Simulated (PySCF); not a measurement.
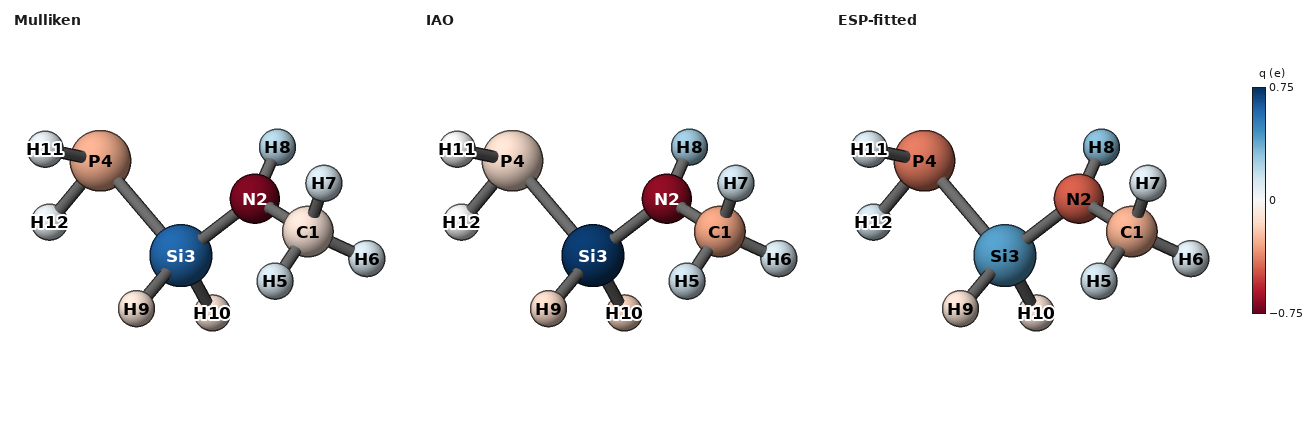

Atomic charges of one calculation by 3 schemes, on one colour scale. The computed structure is the end point of a PBE0-D3(BJ)/def2-SVP optimisation. No frequency run is at hand to confirm it as a minimum. Computed with PBE0/pcSseg-1 (PySCF 2.14.0).

On which atom do the schemes disagree most?

On Si3 (from 0.41 to 0.71 e).

List the charges (e), one line for each set of equivalent atoms.

```json
{"atom": "C1", "Mulliken": "−0.10", "IAO": "−0.29", "ESP-fitted": "−0.26"}
{"atom": "N2", "Mulliken": "−0.69", "IAO": "−0.67", "ESP-fitted": "−0.45"}
{"atom": "Si3", "Mulliken": "0.59", "IAO": "0.71", "ESP-fitted": "0.41"}
{"atom": "P4", "Mulliken": "−0.27", "IAO": "−0.12", "ESP-fitted": "−0.39"}
{"atom": "H5", "Mulliken": "0.11", "IAO": "0.14", "ESP-fitted": "0.14"}
{"atom": "H6", "Mulliken": "0.11", "IAO": "0.12", "ESP-fitted": "0.10"}
{"atom": "H7", "Mulliken": "0.12", "IAO": "0.14", "ESP-fitted": "0.10"}
{"atom": "H8", "Mulliken": "0.21", "IAO": "0.26", "ESP-fitted": "0.31"}
{"atom": "H9", "Mulliken": "−0.09", "IAO": "−0.13", "ESP-fitted": "−0.10"}
{"atom": "H10", "Mulliken": "−0.10", "IAO": "−0.16", "ESP-fitted": "−0.10"}
{"atom": "H11", "Mulliken": "0.06", "IAO": "0.00", "ESP-fitted": "0.12"}
{"atom": "H12", "Mulliken": "0.06", "IAO": "0.00", "ESP-fitted": "0.13"}
```
